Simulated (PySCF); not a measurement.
## Electronic structure of C₄H₉O₂PSi in real space

```xyz
17

C    -1.8646   -0.9769   -0.6496
O    -0.6184   -0.9184    0.0011
C    -0.5405    0.0501    1.0310
C    -0.5874    1.4855    0.5580
O    -1.3996    2.3218    0.8546
C     0.7733    1.6757   -0.0537
Si    1.3782    0.2603    1.0983
P     2.0321   -1.4982   -0.0915
H    -1.7907   -1.7692   -1.3925
H    -2.6635   -1.2121    0.0628
H    -2.1031   -0.0282   -1.1430
H    -1.2439   -0.1740    1.8390
H     0.7843    1.3601   -1.0955
H     1.1317    2.6995    0.0022
H     1.8957    0.7718    2.3720
H     1.5074   -2.4390    0.7796
H     3.3022   -1.5967    0.4668
```

Geometry: GFN2-xTB.

The calculation used PySCF, PBE0/pcSseg-1, SCF density, gas phase, non-relativistic.

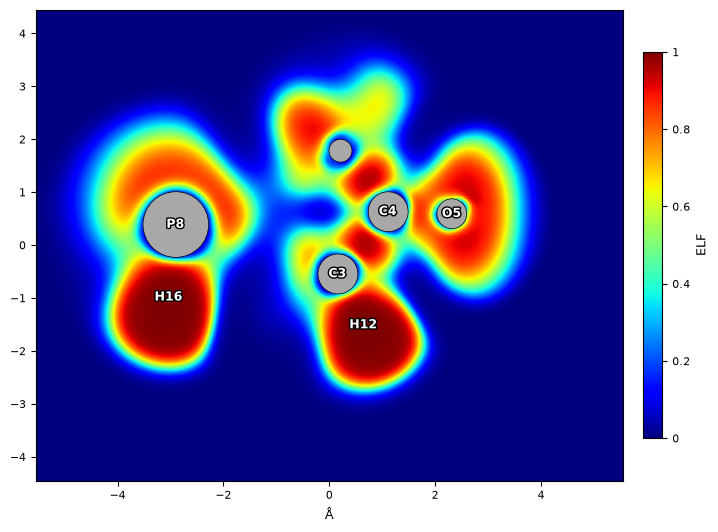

Figure 1. ELF on the plane of atoms C3, C4 and O5. Grey discs cover the atomic cores.

**What does the map show?**

The plane passes through C, O, P and H nuclei. C–O (1.20 Å): the ELF peaks at about 0.85 between the atoms; a short, multiple covalent bond. C–C (1.51 Å): the ELF peaks at about 0.95 between the atoms: a covalent bond. C–H (1.09 Å): the ELF climbs to about 1 towards the hydrogen, as it does in any bond to H: an ordinary covalent bond to hydrogen. P–H (1.39 Å): the ELF climbs to about 1 towards the hydrogen. The ELF also peaks beside O5 and P8, away from the bonds: lone-pair regions.

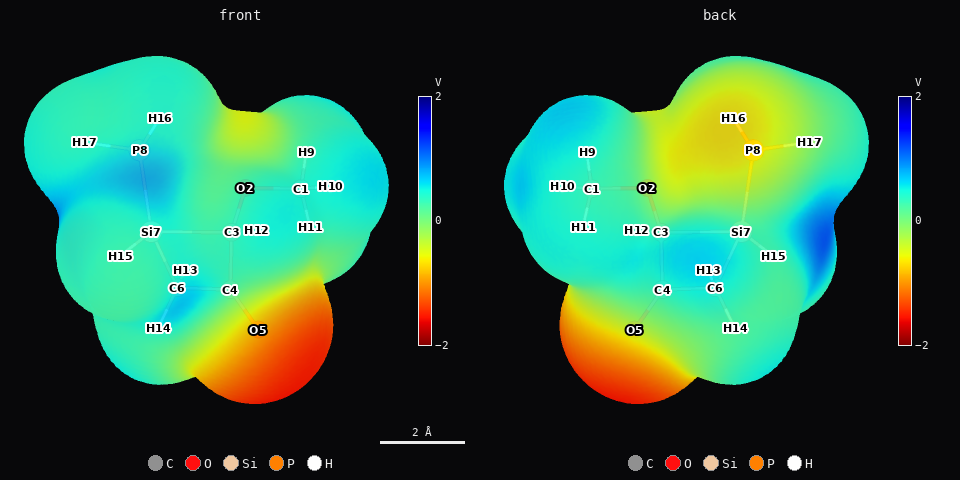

Figure 2. The molecular electrostatic potential painted on the density surface at 0.001 e/bohr³, seen from the front and from behind; the colour scale runs from red (negative) to blue (positive).

**Describe the electrostatic potential map.**

The most negative region (about −1.5 V, or −35 kcal/mol for a unit charge) lies over O5, the most positive (about +1.1 V, or +25 kcal/mol for a unit charge) over Si7. O5 is the likeliest acceptor of a hydrogen bond.
